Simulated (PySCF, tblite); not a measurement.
# C4H11BOS: geometry, infrared bands and NMR shifts

What infrared bands and NMR shifts should C4H11BOS (`CC(=S)[BH2-][O+](C)C`) show?

Programs: tblite 0.8.0 and PySCF 2.14.0, with density-fitted response routines of our own. Each step states its level of theory. These are calculated values for one molecule in the gas phase, unless marked as measured. Atoms are numbered from 0 throughout.

## (1) The starting structure

18 atoms, charge 0, multiplicity 1; geometry from: force field or distance geometry start.

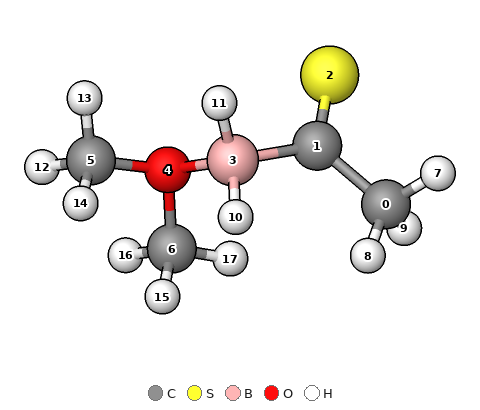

As it starts; carbon grey, sulfur yellow, boron pink, oxygen red, hydrogen white, atoms numbered.

## (2) Geometry optimisation with GFN2-xTB

Job settings and geometry (Å):

```
{"job": {"kind": "relax", "xc": "GFN2-xTB", "basis": "xTB"}, "charge": 0, "multiplicity": 1}
C      2.655400    -0.142000     0.002600
C      1.452000     0.634000     0.498800
S      1.582700     2.039200     0.752700
B      0.069000    -0.089400     0.782400
O     -1.009500     0.450900    -0.103200
C     -2.288900     0.078400     0.396700
C     -0.865600    -0.088200    -1.423900
H      3.489400    -0.063500     0.735800
H      2.409500    -1.216200    -0.140500
H      2.974200     0.271600    -0.969400
H      0.179100    -1.282900     0.660000
H     -0.205500     0.088600     1.942500
H     -3.099300     0.473700    -0.244400
H     -2.454500     0.542600     1.393500
H     -2.411500    -1.018600     0.489200
H     -0.967400    -1.202000    -1.429900
H     -1.631700     0.344300    -2.097700
H      0.113700     0.185600    -1.863300
```

The run is started by

```console
$ OMP_NUM_THREADS=1 python probes_run.py task.json out
```

This one command runs all jobs of the session in turn.

Output:

```text
step      E/eV     max force
  0    -615.51297   14.659
  1    -616.29113    6.242
  2    -616.74118    3.647
  3    -616.90939    2.280
  4    -616.96742    0.484
  5    -616.98466    0.363
  6    -617.01322    0.177
  7    -617.01582    0.174
  8    -617.02401    0.155
  9    -617.02750    0.140
 10    -617.03099    0.109
 11    -617.03342    0.122
 12    -617.03660    0.133
 13    -617.04024    0.187
 14    -617.04410    0.187
 15    -617.04744    0.132
 16    -617.05066    0.158
 17    -617.05400    0.172
 18    -617.05715    0.151
 19    -617.05978    0.120
 20    -617.06220    0.131
 21    -617.06501    0.129
 22    -617.06841    0.127
 23    -617.07177    0.146
 24    -617.07468    0.129
 25    -617.07745    0.147
 26    -617.07997    0.171
 27    -617.08226    0.130
 28    -617.08435    0.105
 29    -617.08605    0.098
 30    -617.08766    0.111
 31    -617.08946    0.120
 32    -617.09138    0.111
 33    -617.09311    0.102
 34    -617.09466    0.110
 35    -617.09618    0.099
 36    -617.09826    0.115
 37    -617.09969    0.126
 38    -617.10172    0.104
 39    -617.10390    0.126
 40    -617.10672    0.122
 41    -617.10959    0.160
 42    -617.11240    0.167
 43    -617.11572    0.161
 44    -617.12018    0.193
 45    -617.12503    0.226
 46    -617.12975    0.403
 47    -617.13613    0.265
 48    -617.14509    0.184
 49    -617.15355    0.243
 50    -617.16280    0.293
 51    -617.17030    0.301
 52    -617.17676    0.317
 53    -617.18067    0.169
 54    -617.18418    0.192
 55    -617.18883    0.245
 56    -617.19276    0.244
 57    -617.19867    0.175
 58    -617.20457    0.235
 59    -617.21052    0.260
 60    -617.21591    0.230
 61    -617.22014    0.205
 62    -617.21820    0.542
 63    -617.22552    0.180
 64    -617.22778    0.131
 65    -617.23013    0.121
 66    -617.23427    0.134
 67    -617.23730    0.106
 68    -617.24036    0.106
 69    -617.24167    0.094
 70    -617.24193    0.140
 71    -617.24287    0.075
 72    -617.24347    0.048
 73    -617.24425    0.042
 74    -617.24466    0.048
 75    -617.24511    0.054
 76    -617.24567    0.055
 77    -617.24632    0.056
 78    -617.24697    0.059
 79    -617.24756    0.073
 80    -617.24809    0.066
 81    -617.24868    0.061
 82    -617.24945    0.072
 83    -617.25045    0.067
 84    -617.25141    0.059
 85    -617.25213    0.053
 86    -617.25262    0.042
 87    -617.25302    0.049
 88    -617.25339    0.050
 89    -617.25372    0.052
 90    -617.25402    0.035
 91    -617.25431    0.034
 92    -617.25458    0.032
 93    -617.25481    0.032
 94    -617.25499    0.028
 95    -617.25514    0.022
 96    -617.25528    0.023
 97    -617.25539    0.027
 98    -617.25549    0.024
 99    -617.25557    0.020
100    -617.25563    0.015
101    -617.25567    0.016
102    -617.25570    0.013
103    -617.25573    0.016
104    -617.25576    0.016
105    -617.25580    0.013
106    -617.25584    0.013
107    -617.25588    0.015
108    -617.25593    0.021
109    -617.25598    0.021
110    -617.25602    0.019
111    -617.25607    0.019
112    -617.25611    0.015
113    -617.25615    0.019
114    -617.25620    0.021
115    -617.25625    0.017
116    -617.25629    0.017
117    -617.25634    0.018
118    -617.25641    0.024
119    -617.25651    0.027
120    -617.25665    0.028
121    -617.25681    0.031
122    -617.25699    0.034
123    -617.25717    0.036
124    -617.25734    0.043
125    -617.25745    0.024
126    -617.25752    0.019
127    -617.25755    0.014
128    -617.25757    0.010
```

Wall time 1.3 s (1 thread of Arm Neoverse N1, shared host); peak memory 0.18 GiB.

Relaxation path: (not every step is listed)

```
step  energy from step 0 (eV)  largest force (eV/Å)
   0                   0.0000               14.6587
   1                  -0.7782                6.2424
   2                  -1.2282                3.6468
   3                  -1.3964                2.2800
   4                  -1.4544                0.4838
   5                  -1.4717                0.3627
   6                  -1.5003                0.1770
   7                  -1.5028                0.1736
   8                  -1.5110                0.1552
  19                  -1.5468                0.1199
  30                  -1.5747                0.1110
  41                  -1.5966                0.1603
  52                  -1.6638                0.3175
  63                  -1.7125                0.1802
  74                  -1.7317                0.0485
  85                  -1.7392                0.0525
  96                  -1.7423                0.0227
 107                  -1.7429                0.0150
 118                  -1.7434                0.0244
 123                  -1.7442                0.0358
 124                  -1.7444                0.0431
 125                  -1.7445                0.0237
 126                  -1.7446                0.0193
 127                  -1.7446                0.0139
 128                  -1.7446                0.0097
```

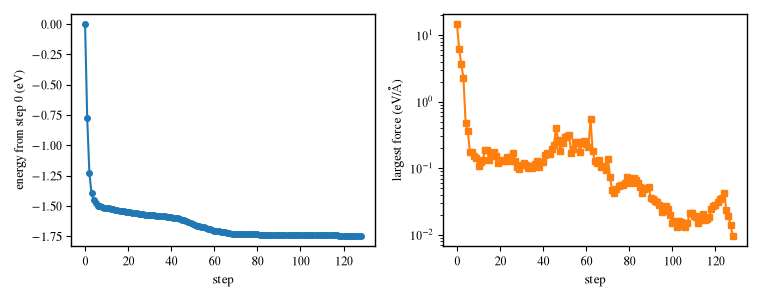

Energy and force, step by step.

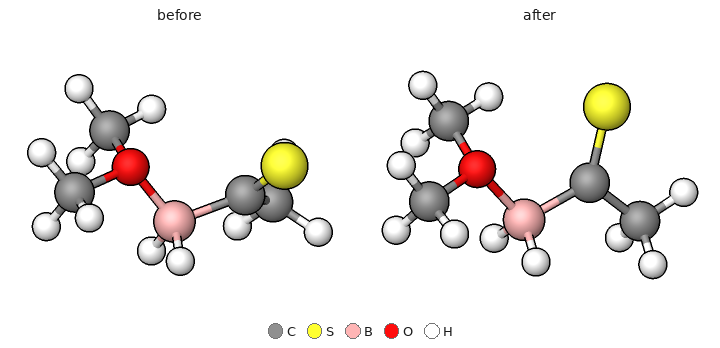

Before and after, at one scale.

Distances of close pairs at the start and the end, largest changes first:

```
  bond  before (Å)  after (Å)  change (Å)
 C1–S2       1.434      1.640      +0.206
 B3–O4       1.496      1.630      +0.133
C5–H13       1.112      1.088      -0.024
C6–H15       1.118      1.094      -0.024
 C0–H7       1.113      1.090      -0.023
 C0–H8       1.111      1.090      -0.021
 C0–C1       1.515      1.495      -0.020
C6–H17       1.108      1.089      -0.019
```

The end geometry stands in the next job.

## (3) Harmonic vibrations with GFN2-xTB

Job settings and geometry (Å):

```
{"job": {"kind": "ir", "xc": "GFN2-xTB", "basis": "xTB"}, "charge": 0, "multiplicity": 1}
C      2.857570    -0.081715     0.480401
C      1.533981     0.419489    -0.001778
S      1.521778     1.742752    -0.971033
B      0.238794    -0.357273     0.506054
O     -1.078503     0.362711    -0.128354
C     -2.259382     0.064805     0.591672
C     -1.234801     0.103394    -1.514364
H      2.869054    -0.093576     1.570134
H      2.999287    -1.110536     0.148419
H      3.678792     0.531867     0.114494
H      0.218529    -1.496884     0.157546
H      0.126347    -0.222073     1.680934
H     -3.096981     0.619611     0.161678
H     -2.107844     0.378001     1.622371
H     -2.479203    -1.007502     0.569883
H     -1.428996    -0.957080    -1.702107
H     -2.058663     0.705369    -1.904152
H     -0.308518     0.404956    -2.000122
```

Output:

```text
mode    cm-1     km/mol
  1      36.2      6.24
  2      56.5      1.93
  3      77.0      1.37
  4     159.4      8.33
  5     201.0      1.38
  6     225.0      2.33
  7     263.6      1.30
  8     284.2      2.56
  9     333.8      2.59
 10     344.0      0.17
 11     403.5      3.73
 12     464.0      6.96
 13     590.5     50.29
 14     704.5      3.32
 15     769.4      8.57
 16     933.2      2.45
 17     936.2      4.71
 18     944.9     89.66
 19     997.5     11.39
 20    1050.7     14.34
 21    1067.4    143.30
 22    1100.6      6.76
 23    1147.8     30.52
 24    1155.7      8.99
 25    1163.3     17.09
 26    1186.0     25.27
 27    1208.4      1.78
 28    1219.5     89.47
 29    1377.0     13.49
 30    1391.0     17.25
 31    1409.0      4.91
 32    1450.4      2.58
 33    1455.1      8.56
 34    1458.5      4.55
 35    1464.9      8.97
 36    1468.0      1.33
 37    1469.7      9.59
 38    2437.5    164.25
 39    2478.8    141.15
 40    2950.2     22.87
 41    2953.5     30.51
 42    2978.6     23.52
 43    2985.5     23.38
 44    2988.3     15.76
 45    3005.2     14.62
 46    3021.5     20.61
 47    3025.7     16.40
 48    3043.8      5.00
```

It took 0.9 s on 1 thread of Arm Neoverse N1, shared host; peak memory 0.18 GiB.

The strongest bands and the atoms that carry them (share of the mass-weighted mode):

```
cm⁻¹  km/mol                                atoms
 590    50.3                     B3 63 %, O4 17 %
 945    89.7  C5 24 %, O4 23 %, C6 22 %, H13 11 %
1067   143.3          H11 34 %, H10 27 %, B3 12 %
1148    30.5            O4 28 %, C1 12 %, C5 11 %
1220    89.5                              C1 59 %
2438   164.2                             H10 92 %
2479   141.2                             H11 93 %
2954    30.5                             H15 92 %
```

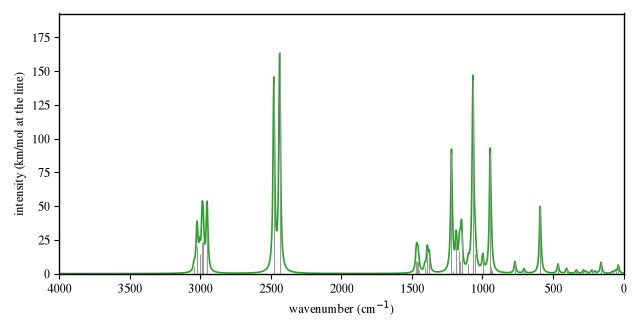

The infrared spectrum from these modes, unscaled. Lines are broadened to a width of 14 cm⁻¹ (Lorentzian).

## (4) NMR shieldings: PBE0/pcSseg-1

Same as in step 3 but for these lines:

```diff
@@ -1,2 +1,2 @@
-{"job": {"kind": "ir", "xc": "GFN2-xTB", "basis": "xTB"}, "charge": 0, "multiplicity": 1}
+{"job": {"kind": "nmr", "xc": "PBE0", "basis": "pcSseg-1"}, "charge": 0, "multiplicity": 1}
 C      2.857570    -0.081715     0.480401
```

Method: GIAO PBE0/pcSseg-1 NMR shielding, non-relativistic, gas phase.

Output:

```text
coarse grid: 14960 points
cycle   1  E = -656.6668816211  dE =  6.631e-01  |g| = 3.992e-01  |ddm| = 3.608e+00
cycle   2  E = -656.6686438952  dE = -1.762e-03  |g| = 4.274e-01  |ddm| = 9.125e-01
cycle   3  E = -656.7076765712  dE = -3.903e-02  |g| = 1.228e-01  |ddm| = 4.934e-01
cycle   4  E = -656.7108301733  dE = -3.154e-03  |g| = 4.468e-02  |ddm| = 1.571e-01
cycle   5  E = -656.7113269627  dE = -4.968e-04  |g| = 1.696e-02  |ddm| = 6.380e-02
cycle   6  E = -656.7113899548  dE = -6.299e-05  |g| = 3.440e-03  |ddm| = 1.683e-02
cycle   7  E = -656.7113920821  dE = -2.127e-06  |g| = 8.206e-04  |ddm| = 3.326e-03
final grid: 138088 points
cycle   8  E = -656.7651323621  dE = -3.811e-05  |g| = 1.462e-02  |ddm| = 3.207e-02
cycle   9  E = -656.7650533751  dE =  7.899e-05  |g| = 2.357e-02  |ddm| = 2.829e-02
cycle  10  E = -656.7651734974  dE = -1.201e-04  |g| = 3.420e-03  |ddm| = 2.215e-02
cycle  11  E = -656.7651766706  dE = -3.173e-06  |g| = 5.710e-04  |ddm| = 3.826e-03
cycle  12  E = -656.7651767354  dE = -6.486e-08  |g| = 1.467e-04  |ddm| = 6.039e-04
cycle  13  E = -656.7651767402  dE = -4.721e-09  |g| = 4.041e-05  |ddm| = 1.911e-04
cycle  14  E = -656.7651767406  dE = -4.904e-10  |g| = 8.740e-06  |ddm| = 6.579e-05
converged SCF energy = -656.7651767406

GIAO shielding tensors (ppm)
atom      isotropic    diamagn.    paramagn.     s11        s22        s33       span
  0 C      140.753     247.901    -107.148    117.507    123.570    181.181     63.674
  1 C     -140.795     260.480    -401.276   -358.704   -227.932    164.251    522.955
  2 S     -463.016    1059.376   -1522.392  -1644.883   -386.818    642.653   2287.536
  3 B       94.615     191.379     -96.764     76.920     79.613    127.313     50.393
  4 O      321.474     397.654     -76.179    290.129    332.859    341.435     51.307
  5 C      119.156     244.712    -125.556     80.141     93.530    183.797    103.656
  6 C      120.893     246.983    -126.090     86.844     94.663    181.172     94.328
  7 H       28.458      29.190      -0.732     25.270     28.662     31.443      6.173
  8 H       28.648      29.420      -0.772     25.535     28.743     31.666      6.131
  9 H       28.583      29.688      -1.106     25.386     28.933     31.429      6.043
 10 H       28.203      33.370      -5.167     24.932     26.100     33.577      8.645
 11 H       28.074      33.401      -5.327     24.428     26.458     33.336      8.908
 12 H       28.263      28.227       0.036     24.413     25.703     34.673     10.260
 13 H       27.691      29.324      -1.633     23.773     25.470     33.830     10.057
 14 H       28.101      29.069      -0.968     24.408     25.953     33.942      9.533
 15 H       28.865      30.394      -1.530     25.679     26.499     34.417      8.737
 16 H       28.488      29.344      -0.856     25.279     25.420     34.764      9.485
 17 H       25.826      30.206      -4.380     20.238     27.837     29.404      9.165
```

Wall time 50 s (1 thread of Arm Neoverse N1, shared host); peak memory 0.82 GiB.

The references, computed at this level on geometries of the same kind, shield at (ppm): 1H TMS 31.72, 13C TMS 186.9, 17O H2O 336.1, 11B BF3·OEt2 100.1, 33S CS2 504. Their shielding less the atom's gives the shift. The references are single molecules in the gas phase, so shifts against H2O, NH3, PH3, H3PO4 or CFCl3 are not on the usual liquid scales and can be off by tens of ppm. Atoms listed in one row are averaged.

```
                       atoms                              environment  σ (ppm)  δ (ppm)  δ scaled to CDCl3
                          C1                      thiocarbonyl carbon   -140.8    327.7              313.5
                      C5, C6                methyl carbon bonded to O    120.0     66.9               63.4
                          C0                            methyl carbon    140.8     46.2               43.1
H12, H13, H14, H15, H16, H17  hydrogen on a methyl carbon bonded to O    27.87     3.84               3.73
                    H10, H11       hydrogen on a boron bonded to C, O    28.14     3.58                  –
                  H7, H8, H9              hydrogen on a methyl carbon    28.56     3.15               3.08
                          S2                            thione sulfur     -463      967                  –
                          B3                boron bonded to C, O, 2 H     94.6      5.5                  –
                          O4           donor oxygen of a Lewis adduct    321.5     14.6                  –
```

The scaled column applies a straight-line fit of computed shieldings to shifts measured in CDCl3, with any fitted terms for Cl, Br or S neighbours (root-mean-square error 0.16 ppm for H, 1.9 ppm for C).

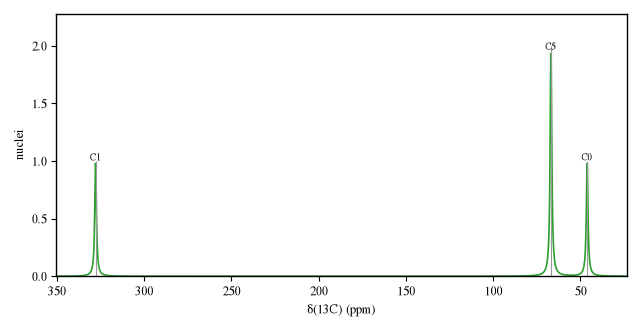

13C lines at the computed shifts, without couplings. Lines are broadened to a width of 1 ppm (Lorentzian).

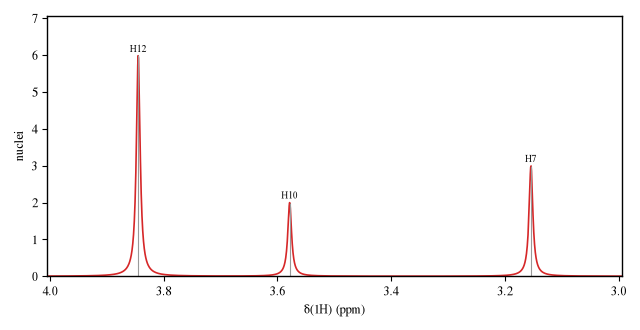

1H lines at the computed shifts, without couplings. Lines are broadened to a width of 0.01 ppm (Lorentzian).

Charges from the same density, by scheme (e):

```
 atoms  Mulliken    IAO  Hirshfeld  ESP fit
    C0     -0.18  -0.42      -0.12    -0.43
    C1     -0.46  -0.09       0.00     0.28
    S2     -0.17  -0.16      -0.17    -0.34
    B3      0.28  -0.17      -0.01    -0.10
    O4     -0.50  -0.16       0.03     0.04
C5, C6     -0.04  -0.21      -0.01    -0.42
```

Hirshfeld charges:

C0 -0.12; C1 0.00; S2 -0.17; B3 -0.01; O4 0.03; C5 -0.01; C6 -0.02; H7 0.05; H8 0.05; H9 0.04; H10 -0.08; H11 -0.08; H12 0.06; H13 0.07; H14 0.06; H15 0.05; H16 0.06; H17 0.04

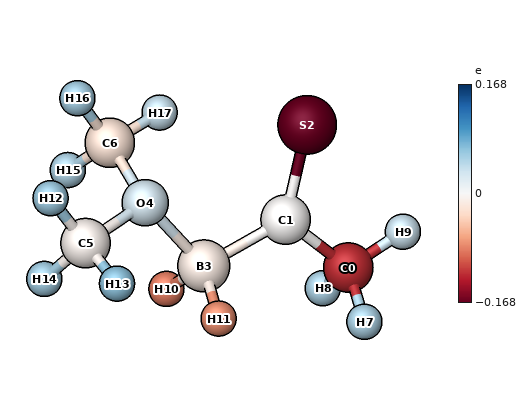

Hirshfeld charges, as colours on the atoms.

Mayer bond orders: C0–C1 1.05, C1–S2 1.81, C1–B3 0.82, B3–O4 0.48, O4–C5 0.85, O4–C6 0.83.

## (5) Summary of results

| quantity | value |
| --- | --- |
| strongest single infrared mode (GFN2-xTB) | 2438 cm⁻¹, 164 km/mol |
| zero-point energy (GFN2-xTB) | 91.3 kcal/mol |
| 13C shifts against TMS (PBE0/pcSseg-1, means over atoms taken as alike) | 327.7, 66.9, 46.2 ppm |
| 1H shifts against TMS (PBE0/pcSseg-1, means over atoms taken as alike) | 3.84, 3.58, 3.15 ppm |
| 33S shifts against CS2 (PBE0/pcSseg-1) | 967 ppm |
| 11B shifts against BF3·OEt2 (PBE0/pcSseg-1) | 5.5 ppm |
| 17O shifts against H2O (PBE0/pcSseg-1) | 14.6 ppm |

**Reading.** The optimisation took 128 steps and gained 1.745 eV; among the close pairs (by a distance rule), C1–S2 changed most, from 1.434 to 1.640 Å. All 48 modes are real, so the xTB geometry is a minimum. The strongest single mode, at 2438 cm⁻¹, moves mainly H10. Unscaled tight-binding wavenumbers are off by several per cent, some by more. Its intensities can rank the bands wrongly. C1 (thiocarbonyl carbon) lies farthest downfield among carbon, at 327.7 ppm; the small n→π* gap of C=S deshields it strongly. H12, H13, H14, H15, H16, H17 (mean) (hydrogen on a methyl carbon bonded to O) lies farthest downfield among hydrogen, at 3.84 ppm; its carbon carries O, an electronegative neighbour. At PBE0/pcSseg-1: Shielding is most anisotropic at S2 (span 2288 ppm, paramagnetic term -1522 ppm).
